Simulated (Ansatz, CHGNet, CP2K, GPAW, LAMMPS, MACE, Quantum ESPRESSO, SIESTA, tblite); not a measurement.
**Aqueous Li+ and I-, 1.5 mol of salt per kg of water at 360 K (110 atoms), the geometry as built**

This is the geometry as built. Method: Kohn-Sham DFT, PBE, SSSP efficiency 1.3.0 pseudopotentials, plane waves; sssp-1.3.0-efficiency; 60/480 Ry; levels smeared at 580 K (Quantum ESPRESSO 7.5); Γ point; density 1.14 g/cm³.

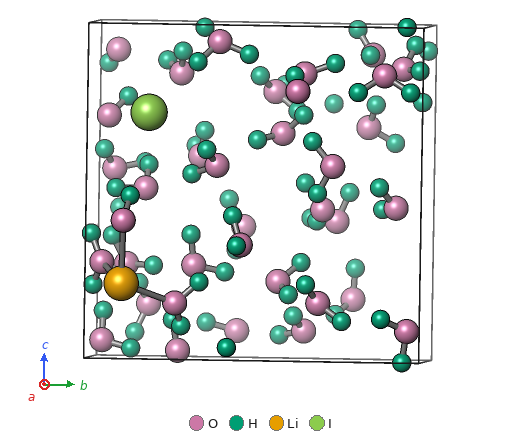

The structure (oxygen pink, hydrogen teal, lithium orange, iodine green). Bonds to atoms that aren't drawn are left out. Some periodic images of atoms are drawn too.

Cell vectors (Å):

```
10.442 0.000 0.000
0.000 10.442 0.000
0.000 0.000 10.442
```

Positions (Å):

```
1 O 4.429 0.328 0.520
2 H 4.018 0.346 1.432
3 H 4.751 1.245 0.282
4 O 1.914 0.552 5.846
5 H 2.652 0.253 6.452
6 H 1.675 1.500 6.055
7 O 5.085 1.650 5.281
8 H 5.489 0.735 5.276
9 H 4.401 1.709 6.008
10 O 7.566 7.558 6.061
11 H 7.509 6.918 6.828
12 H 7.323 7.086 5.214
13 O 7.383 6.644 8.932
14 H 7.329 7.583 9.270
15 H 8.341 6.363 8.880
16 O 1.446 0.597 9.543
17 H 2.084 10.276 9.648
18 H 0.603 0.269 9.116
19 O 7.424 3.982 9.890
20 H 7.829 3.320 9.260
21 H 7.516 4.903 9.511
22 O 4.910 5.891 7.041
23 H 5.517 5.123 6.838
24 H 5.387 6.548 7.626
25 O 0.734 1.627 1.639
26 H 1.433 1.337 2.293
27 H 0.922 1.216 0.746
28 O 9.876 1.145 4.302
29 H 9.272 1.325 5.078
30 H 0.250 0.662 4.620
31 O 9.087 9.997 0.975
32 H 9.566 9.201 1.346
33 H 8.914 9.858 0.000
34 O 6.748 3.921 6.031
35 H 7.565 3.622 6.525
36 H 6.216 3.121 5.753
37 O 2.138 6.525 0.870
38 H 1.529 5.744 0.736
39 H 2.966 6.225 1.344
40 O 8.650 9.173 8.921
41 H 8.917 8.368 8.391
42 H 8.868 10.001 8.404
43 O 10.155 6.535 8.409
44 H 0.342 5.765 8.515
45 H 0.180 7.287 7.944
46 O 0.423 4.376 0.833
47 H 9.968 4.426 0.393
48 H 0.618 3.428 1.085
49 O 1.230 8.423 7.229
50 H 1.887 8.667 7.943
51 H 0.939 9.250 6.748
52 O 5.156 2.722 0.234
53 H 5.380 2.554 1.194
54 H 5.752 3.439 10.315
55 O 8.517 4.752 3.579
56 H 8.177 4.488 4.482
57 H 9.513 4.667 3.560
58 O 3.180 2.640 8.858
59 H 2.391 2.167 9.249
60 H 3.906 2.700 9.543
61 O 5.064 3.181 2.900
62 H 5.346 3.092 3.855
63 H 4.858 4.139 2.701
64 O 5.855 9.660 9.110
65 H 6.696 10.198 9.065
66 H 5.280 10.002 9.854
67 O 3.208 1.017 2.898
68 H 3.377 0.566 3.774
69 H 3.724 1.873 2.858
70 O 2.976 8.590 9.504
71 H 2.617 8.088 10.291
72 H 3.975 8.545 9.508
73 O 4.264 7.137 4.677
74 H 3.355 6.927 4.317
75 H 4.430 6.596 5.501
76 O 7.323 0.402 2.978
77 H 6.685 0.115 2.264
78 H 7.015 0.051 3.862
79 O 0.219 7.973 1.860
80 H 0.931 7.453 1.390
81 H 0.443 8.040 2.833
82 O 2.192 5.543 8.314
83 H 2.579 6.254 7.726
84 H 2.930 5.079 8.804
85 O 5.183 5.816 2.433
86 H 4.772 6.508 3.027
87 H 6.026 6.176 2.035
88 O 7.511 7.158 1.790
89 H 8.239 6.792 2.370
90 H 7.868 7.916 1.245
91 O 0.711 4.552 4.080
92 H 0.993 4.098 4.926
93 H 1.375 4.354 3.359
94 O 1.361 3.199 6.271
95 H 1.954 3.340 7.064
96 H 0.427 3.021 6.581
97 O 8.221 2.726 1.738
98 H 7.540 2.899 1.027
99 H 8.202 3.470 2.406
100 O 4.008 0.435 7.517
101 H 3.442 1.001 8.115
102 H 4.517 10.215 8.067
103 O 5.811 9.485 4.777
104 H 6.399 8.982 5.410
105 H 4.920 9.035 4.720
106 O 1.578 7.490 4.296
107 H 1.737 7.879 5.203
108 H 1.031 6.657 4.382
109 Li 9.187 1.087 2.334
110 I 9.141 1.869 7.672
```

Predict the forces.

Columns: atom, fx, fy, fz (forces in eV/Å).

```
1 -0.124 -0.268 0.286
2 0.147 0.194 -0.456
3 -0.334 -0.613 0.189
4 -0.315 -0.414 -0.154
5 -0.151 0.490 -0.177
6 0.438 -0.435 -0.043
7 -0.252 0.815 0.392
8 -0.534 0.270 0.235
9 1.124 -0.732 -0.608
10 -0.271 -0.586 -0.479
11 -0.115 0.570 -0.895
12 0.384 0.178 1.257
13 0.031 0.116 -0.142
14 0.207 -1.023 -0.248
15 -0.024 1.043 -0.069
16 -0.505 -0.505 -0.123
17 -0.486 0.187 -0.088
18 1.054 0.320 0.458
19 0.042 0.301 -0.756
20 -0.167 0.659 0.205
21 -0.428 -0.792 0.377
22 0.313 0.427 0.408
23 0.057 0.587 0.229
24 -0.194 -1.134 -0.754
25 0.141 0.100 0.088
26 -0.141 0.153 -0.872
27 0.179 -0.066 0.715
28 0.124 -0.300 0.331
29 0.986 -0.416 -0.582
30 -0.977 0.603 0.118
31 -0.337 0.032 -0.233
32 0.236 0.226 -0.620
33 0.484 -0.433 1.125
34 0.294 0.170 0.061
35 -1.012 -0.287 -0.364
36 0.569 -0.089 0.431
37 1.054 -0.331 0.242
38 0.326 -0.262 0.049
39 -0.959 0.170 -0.505
40 0.405 -0.265 -0.934
41 -0.067 1.160 0.487
42 -0.124 -0.634 -0.142
43 -0.525 -0.556 0.185
44 -0.091 1.223 -0.291
45 0.224 -0.745 0.192
46 -0.486 0.113 -0.491
47 1.086 -0.475 0.811
48 -0.550 0.267 -0.166
49 0.003 0.659 -0.297
50 -0.327 -0.043 -0.461
51 0.617 -0.435 0.642
52 0.396 0.580 0.177
53 -0.114 0.996 -0.193
54 0.290 -0.548 0.303
55 -0.288 -0.050 0.403
56 0.420 0.231 -0.983
57 -0.412 -0.088 0.638
58 -0.597 0.029 0.084
59 0.747 0.351 0.021
60 -0.767 -0.163 -0.153
61 -0.413 -0.173 0.550
62 -0.365 -0.080 -1.190
63 0.639 -0.065 0.348
64 0.486 -0.044 -0.288
65 -1.195 -0.768 0.125
66 0.556 0.261 0.420
67 0.007 -0.482 0.350
68 -0.136 1.067 -0.863
69 0.099 -0.384 0.651
70 0.451 -0.047 0.197
71 0.568 -0.125 -0.716
72 -1.336 -0.070 0.252
73 -0.564 -0.082 -0.451
74 0.356 0.378 0.796
75 -0.048 0.117 -0.200
76 -0.523 -0.266 0.104
77 0.765 0.150 1.329
78 -0.215 -0.018 -1.554
79 -0.542 0.317 0.764
80 -0.109 0.351 0.864
81 0.290 -0.247 -1.153
82 0.893 0.017 -0.170
83 -0.089 -1.175 0.962
84 -0.784 0.694 -0.937
85 -0.610 0.410 -0.409
86 1.015 -0.545 -0.095
87 -0.493 0.176 0.427
88 0.742 0.200 0.011
89 -0.634 0.543 -0.886
90 -0.154 -0.900 1.006
91 0.904 0.380 -0.904
92 0.293 -0.026 -0.388
93 -0.922 0.053 1.113
94 0.400 -0.076 0.401
95 -0.802 0.236 -0.485
96 0.602 0.061 0.407
97 -0.393 0.110 -0.520
98 1.187 0.196 1.162
99 -0.247 -0.137 -0.422
100 -0.712 -0.426 0.182
101 0.941 -0.152 -0.115
102 0.054 0.748 -0.337
103 -0.165 -0.003 0.705
104 -0.795 -0.065 -0.354
105 1.182 -0.240 0.264
106 -0.255 -0.260 0.560
107 -0.536 -0.651 -0.683
108 0.551 0.517 0.279
109 -0.258 0.016 -0.115
110 -0.390 -0.027 0.146
```

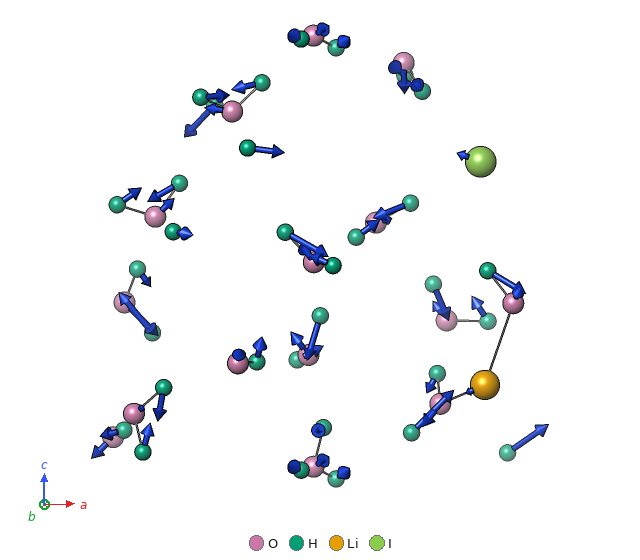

The forces as arrows, the longest 1.67 eV/Å. Drawn is a slice 4 Å thick, seen along the normal of the ac plane. Bonds to atoms that aren't drawn are left out.

The network of contacts between molecules at the start is that of the classical potential that made the cell, and needn't be the one that DFT or experiment would give. The functional has no dispersion term, which matters for the binding between molecules or layers. The density was typed from a rule of thumb and may lie off the real one at this temperature. Only the Γ point is sampled, in a cell whose shortest periodic width is 10 Å.

The r.m.s. force component is 0.539 eV/Å; the longest force, 1.67 eV/Å, acts on H98.

[Logs are printed without paths, hosts, clocks, repeated set-up lines and the standing remarks that a program may print on its own settings, such as how far it seeks lower states.]

[Hosts, paths, dates, database ids (printed as entryN), source tags and the programs' standing remarks are cut or masked in the printed files.]
